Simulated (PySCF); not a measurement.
Vertical excitations of a molecule C₂H₈GaN from TDDFT-PBE/def2-SVPD (PySCF), as energy in eV (oscillator strength): 4.38 (0.158), 5.09 (0.000), 5.53 (0.012), 5.71 (0.000), 5.85 (0.007), 6.16 (0.007), 6.21 (0.000), 6.25 (0.070), 6.98 (0.008), 7.02 (0.055). Lowest triplet (TDA): 3.23 eV. Geometry: ωB97X-D3(BJ)/def2-SVP. One conformer was computed; it need not be the lowest.

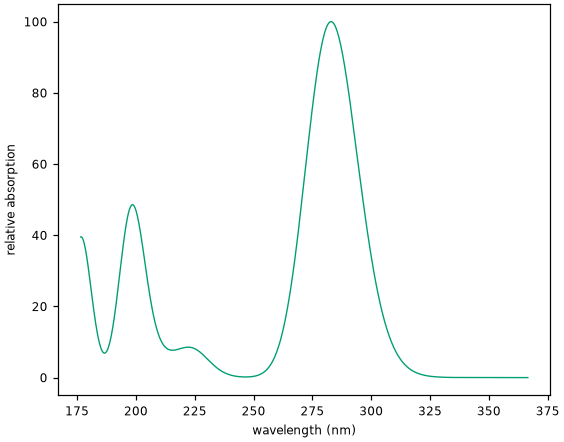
Fig. 1. The lines broadened by 0.4 eV.

Task: Which structure fits?
(A) C[N](C)[GaH2]
(B) C[CH2][GaH][NH2]
(C) [CH3][Ga]([CH3])[NH2]

Result: A, C[N](C)[GaH2]
